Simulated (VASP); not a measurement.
**A VASP study of YbOs (PBE): structure first, properties next**

What structure does YbOs take at this level, and what are its properties? The steps: full relaxation (PBE), second relaxation, single point with fields (PBE), band structure (PBE), density of states (PBE), core levels (PBE) and ionic relaxation at fixed cell (PBE), changed input. The cell is invented: it takes the structure of COD entry 1523885, YbPd (space group 221 there), with some of its atoms replaced by other elements, volume scaled by an estimate. It may not be a known or stable phase. Left out of this account: 2 further runs (phonons: its modes failed a check; elastic: elastic constants of a metal on too coarse a mesh).

Main program and level: VASP 6.6.1; PBE, spin-polarised from a ferromagnetic start; plane waves and PAW (Os, Yb); invented cell.

### 1. Set-up

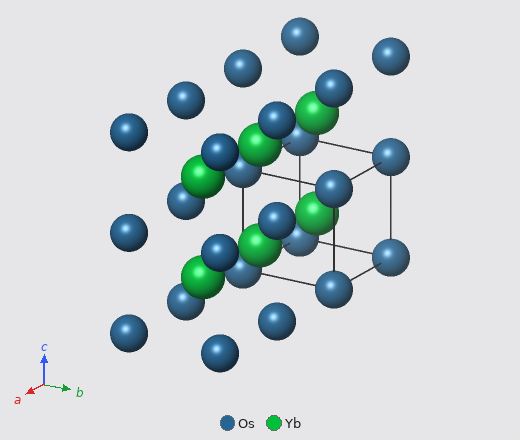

The cell as given, from a free direction (osmium blue, ytterbium green). 3×1×2 cells are drawn. Some periodic images of atoms are drawn too.

### 2. Full relaxation (PBE)

Properties are meant for the cell that this level of theory prefers, so cell and atoms are relaxed first (ISIF = 3) until forces and stress are small; EDIFFG sets the threshold. PBE, the usual starting point, adds the gradient of the density.

INCAR

```
SYSTEM = YbOs
PREC = Accurate
ENCUT = 450
EDIFF = 1E-06
NELM = 100
ISMEAR = 1
SIGMA = 0.2
LREAL = .FALSE.
ALGO = Normal
GGA = PE
ISPIN = 2
MAGMOM = 1 1
LMAXMIX = 6
LORBIT = 11
LWAVE = .FALSE.
LCHARG = .FALSE.
IBRION = 2
NSW = 60
ISIF = 3
EDIFFG = -0.01
```

POSCAR

```
YbOs
1.0
    3.4447400000      0.0000000000      0.0000000000
    0.0000000000      3.4447400000      0.0000000000
    0.0000000000      0.0000000000      3.4447400000
Os Yb
1 1
Direct
    0.0000000000      0.0000000000      0.0000000000
    0.5000000000      0.5000000000      0.5000000000
```

KPOINTS

```
Automatic mesh
0
Gamma
7 7 7
0 0 0
```

PAW data sets: Os and Yb (PBE family, release 64).

Command:

```bash
$ mpirun -np 1 vasp_std
```

The program printed:

```text
[banner, memory and clock lines left out]
running    1 mpi-ranks, on    1 nodes
 distrk:  each k-point on    1 cores,    1 groups
 distr:  one band on    1 cores,    1 groups

 POSCAR found type information on POSCAR OsYb
 POSCAR found :  2 types and       2 ions
 LDA part: xc-table for (Slater+PW92), standard interpolation
 POSCAR, INCAR and KPOINTS ok, starting setup
 FFT: planning ... GRIDC
 FFT: planning ... GRID_SOFT
 FFT: planning ... GRID
 WAVECAR not read
 entering main loop
       N       E                     dE             d eps       ncg     rms          rms(c)
DAV:   1     0.169845085979E+03    0.16985E+03   -0.10995E+04  2326   0.886E+03
DAV:   2     0.130553167341E+02   -0.15679E+03   -0.14849E+03  2151   0.771E+02
DAV:   3    -0.102898407005E+02   -0.23345E+02   -0.21442E+02  2320   0.150E+02
DAV:   4    -0.147807417716E+02   -0.44909E+01   -0.44091E+01  3191   0.526E+01
DAV:   5    -0.151223384742E+02   -0.34160E+00   -0.33489E+00  2799   0.155E+01    0.510E+01
DAV:   6    -0.207980348519E+02   -0.56757E+01   -0.70867E+01  1850   0.545E+02    0.168E+02
DAV:   7    -0.198393677483E+02    0.95867E+00   -0.29811E+00  2759   0.230E+01    0.155E+02
DAV:   8    -0.138622888386E+02    0.59771E+01   -0.15312E+01  2083   0.121E+02    0.342E+01
DAV:   9    -0.142844261684E+02   -0.42214E+00   -0.34453E+00  3036   0.217E+01    0.586E+01
DAV:  10    -0.142174486626E+02    0.66978E-01   -0.22353E-01  2979   0.111E+01    0.512E+01
DAV:  11    -0.143847700365E+02   -0.16732E+00   -0.36051E+00  1965   0.999E+01    0.404E+01
DAV:  12    -0.140974313222E+02    0.28734E+00   -0.20184E-01  2592   0.463E+01    0.404E+01
DAV:  13    -0.140053529650E+02    0.92078E-01   -0.15933E-01  3134   0.328E+01    0.332E+01
DAV:  14    -0.140852523618E+02   -0.79899E-01   -0.14559E-01  2931   0.207E+01    0.202E+01
DAV:  15    -0.140234461187E+02    0.61806E-01   -0.47115E-02  2782   0.186E+01    0.161E+01
DAV:  16    -0.140399121926E+02   -0.16466E-01   -0.19992E-02  2995   0.115E+01    0.117E+01
DAV:  17    -0.140193352839E+02    0.20577E-01   -0.16956E-02  2548   0.113E+01    0.307E+00
DAV:  18    -0.140055870622E+02    0.13748E-01   -0.98569E-03  2641   0.785E+00    0.226E+00
DAV:  19    -0.140051272569E+02    0.45981E-03   -0.39618E-03  3189   0.115E+00    0.218E+00
DAV:  20    -0.140029548074E+02    0.21724E-02   -0.12082E-03  2937   0.149E+00    0.179E+00
DAV:  21    -0.139990278141E+02    0.39270E-02   -0.10049E-02  2618   0.704E+00    0.742E-01
DAV:  22    -0.139993125999E+02   -0.28479E-03   -0.18860E-03  2904   0.103E+00    0.360E-01
DAV:  23    -0.139993552965E+02   -0.42697E-04   -0.29839E-04  3075   0.205E-01    0.225E-01
DAV:  24    -0.139994107734E+02   -0.55477E-04   -0.36763E-05  3027   0.152E-01    0.247E-01
DAV:  25    -0.139995458342E+02   -0.13506E-03   -0.19579E-04  2518   0.762E-01    0.217E-01
DAV:  26    -0.139996096538E+02   -0.63820E-04   -0.13645E-04  2670   0.522E-01    0.234E-01
DAV:  27    -0.139996218067E+02   -0.12153E-04   -0.27257E-05  2957   0.190E-01    0.662E-02
DAV:  28    -0.139996239503E+02   -0.21437E-05   -0.38047E-06  1883   0.355E-02    0.658E-02
DAV:  29    -0.139996311697E+02   -0.72194E-05   -0.13735E-05  2082   0.160E-01    0.515E-02
DAV:  30    -0.139996370956E+02   -0.59259E-05   -0.10694E-05  1981   0.176E-01    0.353E-02
DAV:  31    -0.139996384989E+02   -0.14033E-05   -0.28433E-06  1342   0.733E-02    0.209E-02
DAV:  32    -0.139996389517E+02   -0.45278E-06   -0.14031E-06  1218   0.403E-02
   1 F= -.13999639E+02 E0= -.14011331E+02  d E =-.139996E+02  mag=    -0.0006
 curvature:   0.00 expect dE= 0.000E+00 dE for cont linesearch  0.000E+00
 trial: gam= 0.00000 g(F)=  0.000E+00 g(S)=  0.308E+00 ort = 0.000E+00 (trialstep = 0.100E+01)
 search vector abs. value=  0.308E+00
 bond charge predicted
       N       E                     dE             d eps       ncg     rms          rms(c)
DAV:   1    -0.105004008940E+03   -0.91004E+02   -0.36618E+02  2620   0.777E+02    0.155E+03
DAV:   2    -0.428927896856E+03   -0.32392E+03   -0.52720E+03  2263   0.439E+03    0.157E+04
DAV:   3    -0.640009513761E+03   -0.21108E+03   -0.11666E+03  3222   0.462E+02    0.135E+04
DAV:   4    -0.708401243380E+03   -0.68392E+02   -0.18546E+02  2354   0.132E+02    0.166E+04
DAV:   5    -0.250976165183E+03    0.45743E+03   -0.35140E+02  2454   0.421E+02    0.987E+03
DAV:   6    -0.600227488694E+02    0.19095E+03   -0.78372E+02  2720   0.300E+02    0.358E+03
DAV:   7    -0.222071469196E+02    0.37816E+02   -0.16601E+02  2365   0.128E+02    0.998E+02
DAV:   8    -0.184300375556E+02    0.37771E+01   -0.17852E+01  2457   0.745E+01    0.926E+02
DAV:   9    -0.147146551919E+02    0.37154E+01   -0.17372E+01  3295   0.173E+02    0.695E+02
DAV:  10    -0.147385952836E+02   -0.23940E-01   -0.21459E+00  3047   0.248E+01    0.784E+02
DAV:  11    -0.148583862286E+02   -0.11979E+00   -0.24999E+00  2743   0.102E+02    0.993E+02
DAV:  12    -0.144755508158E+02    0.38284E+00   -0.46436E+00  2315   0.104E+02    0.114E+03
DAV:  13    -0.144183061809E+02    0.57245E-01   -0.22909E+00  2061   0.139E+02    0.129E+03
DAV:  14    -0.144333726613E+02   -0.15066E-01   -0.16134E-01  2582   0.293E+00    0.127E+03
DAV:  15    -0.142605325475E+02    0.17284E+00   -0.11287E-01  2274   0.168E+01    0.123E+03
DAV:  16    -0.143260023839E+02   -0.65470E-01   -0.29173E-02  2907   0.518E+00    0.104E+03
DAV:  17    -0.141679708113E+02    0.15803E+00   -0.30797E-01  2134   0.285E+01    0.683E+02
DAV:  18    -0.141693810087E+02   -0.14102E-02   -0.21058E-01  2513   0.288E+01    0.396E+02
DAV:  19    -0.141997990538E+02   -0.30418E-01   -0.66347E-02  3123   0.149E+01    0.256E+02
DAV:  20    -0.142367106344E+02   -0.36912E-01   -0.29420E-02  2912   0.142E+01    0.190E+02
DAV:  21    -0.142849776444E+02   -0.48267E-01   -0.33079E-02  3070   0.150E+01    0.145E+02
DAV:  22    -0.143103592906E+02   -0.25382E-01   -0.31898E-02  3255   0.867E+00    0.116E+02
DAV:  23    -0.142143650518E+02    0.95994E-01   -0.29841E-02  2613   0.153E+01    0.829E+01
DAV:  24    -0.140581448292E+02    0.15622E+00   -0.95025E-02  2120   0.339E+01    0.613E+01
DAV:  25    -0.140054817023E+02    0.52663E-01   -0.89855E-02  2894   0.250E+01    0.375E+01
DAV:  26    -0.140057958482E+02   -0.31415E-03   -0.27134E-02  2890   0.211E+00    0.258E+01
DAV:  27    -0.140130894262E+02   -0.72936E-02   -0.86973E-03  2484   0.716E+00    0.389E+01
DAV:  28    -0.140046784465E+02    0.84110E-02   -0.95320E-03  2299   0.740E+00    0.267E+01
DAV:  29    -0.140033008722E+02    0.13776E-02   -0.42018E-03  2508   0.453E+00    0.113E+01
DAV:  30    -0.140033081105E+02   -0.72383E-05   -0.69353E-04  3288   0.762E-01    0.517E+00
DAV:  31    -0.140033171802E+02   -0.90697E-05   -0.94050E-05  3256   0.236E-01    0.275E+00
DAV:  32    -0.140032964383E+02    0.20742E-04   -0.40527E-05  2919   0.285E-01    0.145E+00
DAV:  33    -0.140032898184E+02    0.66200E-05   -0.72497E-06  1903   0.160E-01    0.656E-01
DAV:  34    -0.140032886555E+02    0.11629E-05   -0.19406E-06  1431   0.583E-02    0.383E-01
DAV:  35    -0.140032879330E+02    0.72250E-06   -0.70137E-07  1120   0.493E-02
   2 F= -.14003288E+02 E0= -.14008829E+02  d E =-.364898E-02  mag=    -0.0000
[... from here on, the cycles between the ionic steps are left out ...]
   3 F= -.14090402E+02 E0= -.14098662E+02  d E =-.907629E-01  mag=    -0.0001
   4 F= -.14089944E+02 E0= -.14098380E+02  d E =-.903053E-01  mag=    -0.0000
   5 F= -.14090223E+02 E0= -.14098569E+02  d E =-.905841E-01  mag=    -0.0000
   6 F= -.14090271E+02 E0= -.14098594E+02  d E =-.478329E-04  mag=    -0.0000
   7 F= -.14090366E+02 E0= -.14098593E+02  d E =-.143289E-03  mag=     0.0000
   8 F= -.14090366E+02 E0= -.14098638E+02  d E =0.343832E-06  mag=    -0.0000
   9 F= -.14090366E+02 E0= -.14098642E+02  d E =-.763484E-07  mag=    -0.0000
  10 F= -.14090367E+02 E0= -.14098644E+02  d E =-.817547E-06  mag=    -0.0000
 curvature:  -0.00 expect dE=-0.400E-06 dE for cont linesearch -0.400E-06
 ZBRENT: increasing intervall
 opt :   0.0030  next Energy=   -14.090368 (dE=-0.191E-05)
 bond charge predicted
       N       E                     dE             d eps       ncg     rms          rms(c)
DAV:   1    -0.140903709730E+02   -0.38780E-05   -0.85463E-06  1988   0.149E-01    0.227E-02
DAV:   2    -0.140904675687E+02   -0.96596E-04   -0.26102E-04  1932   0.122E+00    0.123E-01
DAV:   3    -0.140903686238E+02    0.98945E-04   -0.21292E-04  1916   0.113E+00    0.799E-03
DAV:   4    -0.140903685354E+02    0.88465E-07   -0.11645E-06  1205   0.394E-02
  11 F= -.14090369E+02 E0= -.14098651E+02  d E =-.222589E-05  mag=     0.0000
 curvature:  -0.01 expect dE=-0.113E-06 dE for cont linesearch -0.113E-06
 trial: gam=-0.05347 g(F)=  0.506E-61 g(S)=  0.184E-04 ort = 0.349E-03 (trialstep = 0.127E-02)
 search vector abs. value=  0.423E-08
 reached required accuracy - stopping structural energy minimisation
```

Elapsed: 2.1 min, on 1 MPI rank of Intel Xeon 6975P-C (Granite Rapids), shared host; peak memory 0.18 GiB.

The logs omit lines about the potential files and the build; timing stands in the text.

From OUTCAR (step 2):

```text
ion  position               nearest neighbor table
   1  0.000  0.000  0.000-   2 2.98   2 2.98   2 2.98   2 2.98   2 2.98   2 2.98   2 2.98   2 2.98

  LATTYP: Found a simple cubic cell.
 ALAT       =     3.4447400000

 Subroutine GETGRP returns: Found 48 space group operations
 (whereof 48 operations were pure point group operations)

The static configuration has the point symmetry O_h .

 Found     20 irreducible k-points:

   k-points           NKPTS =     20   k-points in BZ     NKDIM =     20   number of bands    NBANDS=     21

   dimension x,y,z NGX =    24 NGY =   24 NGZ =   24
   dimension x,y,z NGXF=    48 NGYF=   48 NGZF=   48

   ENCUT  =  450.0 eV  33.07 Ry    5.75 a.u.   5.96  5.96  5.96*2*pi/ulx,y,z

   NELECT =      32.0000    total number of electrons

 k-points in reciprocal lattice and weights: Automatic mesh
   0.00000000  0.00000000  0.00000000       0.003
   0.14285714  0.00000000  0.00000000       0.017
   0.28571429  0.00000000  0.00000000       0.017
   0.42857143  0.00000000  0.00000000       0.017
   0.14285714  0.14285714  0.00000000       0.035
   0.28571429  0.14285714  0.00000000       0.070
   0.42857143  0.14285714  0.00000000       0.070
   0.28571429  0.28571429  0.00000000       0.035
   0.42857143  0.28571429  0.00000000       0.070
[...]
0.42857143  0.42857143  0.28571429       0.070
   0.42857143  0.42857143  0.42857143       0.023

 average (electrostatic) potential at core
       1 -46.9188       2 -32.4531

 E-fermi :   4.3064

 spin component 1
 k-point     1 :       0.0000    0.0000    0.0000
  band No.  band energies     occupation
    ...
     13       3.7974      1.00094
     14       3.7974      1.00094
     15       3.8979      1.00695
     16       3.8979      1.00695
     17       3.8979      1.00695
     18       8.9186      0.00000
     19       8.9186      0.00000
     20      13.1966      0.00000
     21      13.1966      0.00000

 k-point     2 :       0.1429    0.0000    0.0000
  band No.  band energies     occupation
    ...
     13       3.7800      1.00063
     14       3.7800      1.00063
     15       4.0802      1.03392
     16       4.0802      1.03392
     17       4.1863      0.92022
     18       8.4144      0.00000
     19       8.9335      0.00000
     20      11.0241      0.00000
     21      11.0241      0.00000

 k-point     3 :       0.2857    0.0000    0.0000
  band No.  band energies     occupation
    ...
     12       3.8123      1.00132
     13       3.8123      1.00132
     14       3.8608      1.00357
     15       4.2433      0.75308
     16       4.2433      0.75308
     17       4.5715     -0.03411
     18       7.2985     -0.00000
     19       7.8769     -0.00000
     20       9.3173      0.00000
     21       9.3173      0.00000

 k-point     4 :       0.4286    0.0000    0.0000
  band No.  band energies     occupation
    ...
     10       3.3176      1.00000
     11       3.6615      1.00003
     12       3.8421      1.00248
     13       3.8421      1.00248
     14       4.0246      1.03144
     15       4.3440      0.34390
     16       4.3440      0.34390
     17       4.8500     -0.00041
     18       6.2617     -0.00000
     19       6.3281     -0.00000
    ...

 k-point     5 :       0.1429    0.1429    0.0000
  band No.  band energies     occupation
    ...
     12       3.7759      1.00057
     13       3.7856      1.00072
     14       3.8051      1.00112
     15       3.9231      1.01037
     16       4.1290      1.00906
     17       4.4696      0.00602
     18       8.3953      0.00000
     19       8.8262      0.00000
     20       9.4478      0.00000
     21      10.3028      0.00000

 k-point     6 :       0.2857    0.1429    0.0000
  band No.  band energies     occupation
    ...
     12       3.8090      1.00123
     13       3.8306      1.00195
     14       3.8439      1.00257
     15       4.0044      1.02720
     16       4.1958      0.89788
     17       4.5941     -0.03028
     18       7.5604     -0.00000
     19       7.7448     -0.00000
     20       8.9929      0.00000
     21       9.4734      0.00000

  Total       -0.0159443     -0.0159443     -0.0159443     -0.0000000      0.0000000      0.0000000
  in kB       -0.6758055     -0.6758055     -0.6758055     -0.0000000      0.0000000      0.0000000
  external PRESSURE =      -0.6758055 kB  Pullay stress =       0.0000000 kB

  energy-cutoff  :      450.00
  volume of cell :       37.80
      direct lattice vectors                 reciprocal lattice vectors
     3.356072377 -0.000000000 -0.000000000     0.297967352  0.000000000  0.000000000
    -0.000000000  3.356072377 -0.000000000     0.000000000  0.297967352  0.000000000
    -0.000000000 -0.000000000  3.356072377     0.000000000  0.000000000  0.297967352

 POSITION                                       TOTAL-FORCE (eV/Angst)
 -----------------------------------------------------------------------------------
      0.00000     -0.00000     -0.00000        -0.000000     -0.000000      0.000000
      1.67804      1.67804      1.67804         0.000000      0.000000      0.000000
 -----------------------------------------------------------------------------------
    total drift:                                0.000000     -0.000000     -0.000000

  FREE ENERGIE OF THE ION-ELECTRON SYSTEM (eV)
  ---------------------------------------------------
  free  energy   TOTEN  =       -14.0903685354 eV

  energy  without entropy=      -14.1152154911  energy(sigma->0) =      -14.09865085

 reached required accuracy - stopping structural energy minimisation

 total charge
# of ion       s       p       d       f       tot
--------------------------------------------------
    1        0.649   0.309   6.102   0.000   7.060
    2        2.217   6.117   0.683  13.364  22.380
--------------------------------------------------
tot          2.866   6.425   6.785  13.364  29.440

 magnetization (x)
# of ion       s       p       d       f       tot
--------------------------------------------------
    1       -0.000  -0.000   0.000   0.000   0.000
    2        0.000   0.000  -0.000   0.000   0.000
--------------------------------------------------
tot          0.000   0.000   0.000   0.000   0.000

[... 4 further parts left out ...]
```

CONTCAR:

```
YbOs
   1.00000000000000
     3.3560723770311345   -0.0000000000000000   -0.0000000000000000
    -0.0000000000000000    3.3560723770311345   -0.0000000000000000
    -0.0000000000000000   -0.0000000000000000    3.3560723770311345
  Os              Yb
     1     1
Direct
     0.0000000000000000    0.0000000000000000    0.0000000000000000
     0.5000000000000000    0.5000000000000000    0.5000000000000000
```

The k-mesh is coarse for a metal. The run keeps the 48 symmetry operations of its start, so it cannot find a distortion of lower symmetry.

Relaxation path:

| step | energy less that of the first step (eV) | largest force (eV/Å) | pressure (GPa) | volume (Å³) |
| --- | --- | --- | --- | --- |
| 1 | 0.0000 | 0.0000 | -8.09 | 40.88 |
| 2 | -0.0036 | 0.0000 | 10.56 | 35.07 |
| 3 | -0.0908 | 0.0000 | 0.54 | 37.77 |
| 4 | -0.0903 | 0.0000 | -0.41 | 37.95 |
| 5 | -0.0906 | 0.0000 | -0.53 | 37.87 |
| 6 | -0.0906 | 0.0000 | -0.38 | 37.85 |
| 7 | -0.0907 | 0.0000 | -1.19 | 37.80 |
| 8 | -0.0907 | 0.0000 | -0.32 | 37.80 |
| 9 | -0.0907 | 0.0000 | -0.25 | 37.80 |
| 10 | -0.0907 | 0.0000 | -0.21 | 37.80 |
| 11 | -0.0907 | 0.0000 | -0.07 | 37.80 |

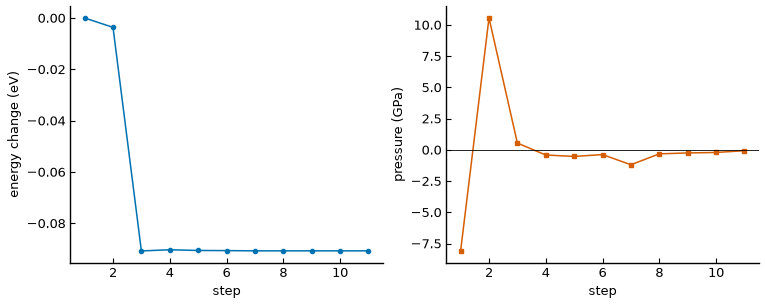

Energy and pressure along the relaxation.

| conventional cell, symmetrised | before | after | change |
| --- | --- | --- | --- |
| a (Å) | 3.445 | 3.356 | -2.6 % |
| b (Å) | 3.445 | 3.356 | -2.6 % |
| c (Å) | 3.445 | 3.356 | -2.6 % |
| volume (Å³/atom) | 20.44 | 18.90 | -7.5 % |

The relaxed structure:

```xyz
2
Lattice="3.3561 0.0000 0.0000 0.0000 3.3561 0.0000 0.0000 0.0000 3.3561" Properties=species:S:1:pos:R:3 pbc="T T T"
Os    0.0000    0.0000    0.0000
Yb    1.6780    1.6780    1.6780
```

Numbers from this step:

* electrons: 32
* bands: 21
* irreducible k-points: 20
* symmetry operations: 48
* free energy (TOTEN): -14.09 eV
* energy at zero smearing: -14.10 eV
* Fermi energy: 4.306 eV
* pressure: -0.06758 GPa
* metallic: yes
* SCF cycles over all ionic steps: 171

The spin moment in the PAW sphere vanishes on all atoms.

It ends with forces that vanish by symmetry and a pressure of -0.07 GPa.

(Continued in part 2 of 4.)

[Lines on the potential files, build, host, timing and source positions are cut from VASP's logs without a mark.]

[Logs are printed without paths, hosts, clocks, repeated set-up lines and the standing remarks that a program may print on its own settings, such as how far it seeks lower states.]

[Hosts, paths, dates, database ids (printed as entryN), source tags and the programs' standing remarks are cut or masked in the printed files.]

[A measured line is paired with the nearest computed mode of its activity, which favours agreement.]

[In band tables of VASP the shares of atoms and orbitals are scaled to a sum of 1 inside the atoms' spheres.]
